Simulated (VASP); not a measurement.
Band structure of CeO$_{2}$ (fluorite). Calculation: PBE GGA with spin-orbit coupling, VASP's PBE PAW potentials (set 64) (plane waves; VASP).

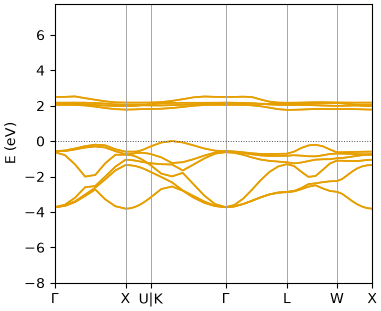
Bands along high-symmetry lines, zero at the valence-band maximum or, without a gap, the Fermi level

### Question
Read the plot: is there a gap, and where are the band edges?

### Answer
The gap is indirect, 1.76 eV, from the valence maximum at K-Γ at 0.29 to the conduction minimum at L.

The compound is CeO2 in the fluorite structure. It was relaxed first.
